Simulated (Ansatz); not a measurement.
## Two runs on CH3NSZn

System: CH3NSZn.
Method of the first run: RKS SPW92 (LDA)/def2-TZVPP (Ansatz 0.2.0).

The geometry comes from this level: PBE0-D4/def2-TZVP. Text and figures count atoms from 1; the logs count them from 0 in places.

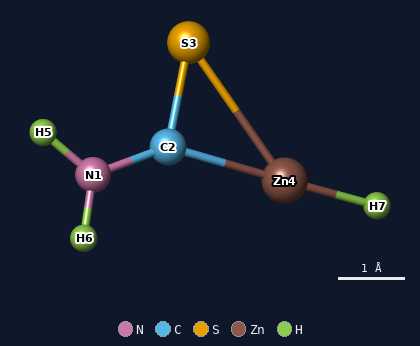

**Figure 1.** The input geometry (ball-and-stick view, seen at a tilt; atoms are numbered from 1 in the order of the input). Sticks mark near contacts. Bond lengths as drawn: C–N 1.32 Å, C–S 1.67 Å, C–Zn 1.94 Å, H–N 1.01 Å, H–Zn 1.53 Å and S–Zn 2.57 Å.

**Input, the first run**
```yaml
crystal:
  periodic: [false, false, false]
  atoms:
    - {symbol: N, position_ang: [-0.974294, 0.316913, 0.927429]}
    - {symbol: C, position_ang: [0.075174, -0.057155, 0.223149]}
    - {symbol: S, position_ang: [1.469297, -0.692706, 0.890624]}
    - {symbol: Zn, position_ang: [0.824207, -0.213721, -1.555410]}
    - {symbol: H, position_ang: [-0.976192, 0.230345, 1.937009]}
    - {symbol: H, position_ang: [-1.792079, 0.694495, 0.480916]}
    - {symbol: H, position_ang: [1.434987, -0.346271, -2.949317]}
basis:
  gaussian: {orbitals: def2-TZVPP}
hamiltonian: {xc: lda}
output: {orbitals: {seedname: orbitals}}
```

Hardware: 4 threads of Intel Xeon, 15 GiB of memory available, shared host.

**Output (the first run)**
```
Functional definition: SPW92
  exchange = slater_x
  correlation = pw_c
1295 factors; their error is unknown
mean field evaluation 1: about -61677.9499 eV, gradient 1.0e2 eV
mean field evaluation 2: about -61560.9990 eV, gradient 2.4e2 eV
mean field evaluation 4: about -61690.6889 eV, gradient 4.1e1 eV
mean field evaluation 8: about -61694.3756 eV, gradient 5.9e-1 eV
mean field evaluation 16: about -61694.3585 eV, gradient 8.3e-4 eV
mean field -61694.35845203 eV, -2267.2258551740 hartree, gradient 7.2e-5 eV, S^2 0.000000; 0 other end points of the search recorded, 0 dependent functions left out
reference -61694.35849409 eV, -2267.2258567197 hartree; 31, 31 occupied and 179, 179 virtual orbitals, 1295 factors
Total energy: -61694.35849409 eV, -2267.2258567197 hartree
```

The second run used a changed input.

**The two runs side by side**

| quantity | the first run | the second run |
| --- | --- | --- |
| outcome | converged | converged |
| total energy (hartree) | −2267.225857 | −2271.875553 |
| HOMO (eV) | −5.27 | −8.71 |
| LUMO (eV) | −2.47 | 0.77 |
| basis functions | 210 | 210 |
| wall time (shared host) | 1.5 s | 1.1 s |

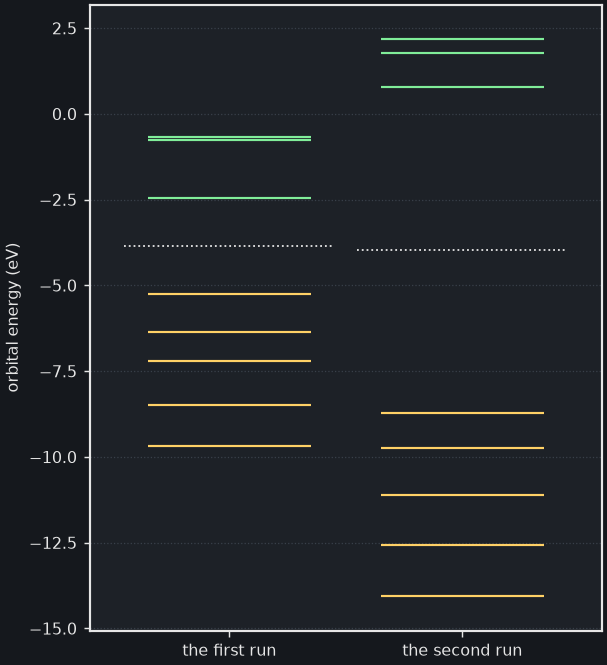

**Figure 2.** The five highest filled and three lowest empty orbital energies of the two runs; the dotted lines part filled from empty levels. The HOMO–LUMO gap is 2.80 eV in the first run and 9.49 eV in the second run.

Which change of the input explains these differences?

The change (lines with − go, lines with + come):
```diff
-hamiltonian: {xc: lda}
+hamiltonian: {xc: {name: LC-wPBE}}
```

The total energies belong to different methods, so their difference says nothing on which is more stable or more accurate. The HOMO goes from −5.27 to −8.71 eV. The LUMO goes from −2.47 to 0.77 eV.

**Output (the second run)**
```
Functional definition: LC-wPBE
  parameter omega = 0.4/bohr
  exchange = pbe_x_sr(omega) + exact_x_lr(omega)
  correlation = pbe_c
1295 factors; their error is unknown
301 factors; integrals over basis functions are off by at most 2.2e-4 eV
mean field evaluation 1: about -61817.0613 eV, gradient 5.2e1 eV
mean field evaluation 2: about -61816.6658 eV, gradient 7.1e1 eV
mean field evaluation 4: about -61820.8830 eV, gradient 2.7e0 eV
mean field evaluation 8: about -61820.8997 eV, gradient 7.5e-2 eV
mean field evaluation 16: about -61820.8832 eV, gradient 1.3e-4 eV
mean field -61820.88316418 eV, -2271.8755525839 hartree, gradient 6.1e-5 eV, S^2 0.000000; 0 other end points of the search recorded, 0 dependent functions left out
reference -61820.88316418 eV, -2271.8755525841 hartree; 31, 31 occupied and 179, 179 virtual orbitals, 1295 factors
Total energy: -61820.88316418 eV, -2271.8755525841 hartree
```
